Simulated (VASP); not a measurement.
Band structure of CsI (CsCl type). All values below come from PW91 GGA, VASP's PBE PAW potentials (set 64) (plane waves; VASP).

Unless said otherwise, spin-orbit coupling is left out, though it shifts the bands of the heavy elements here.

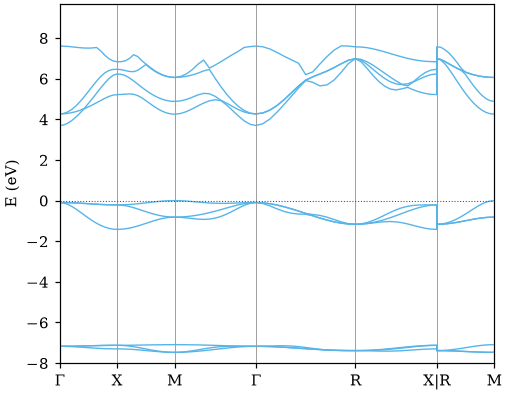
Figure: Bands along high-symmetry lines, zero at the valence-band maximum or, without a gap, the Fermi level

Read the plot: is there a gap, and where are the band edges?

The gap is indirect, 3.70 eV, from the valence maximum at M to the conduction minimum at Γ. (Edges off the drawn lines would not show.)

Measured: gap 6.20 eV (computed value off by -2.50 eV), as given by Aguado et al., (1998), arXiv:cond-mat/9809176.

The compound is CsI in the CsCl type structure. It was relaxed first, which changed the volume by +6 %.
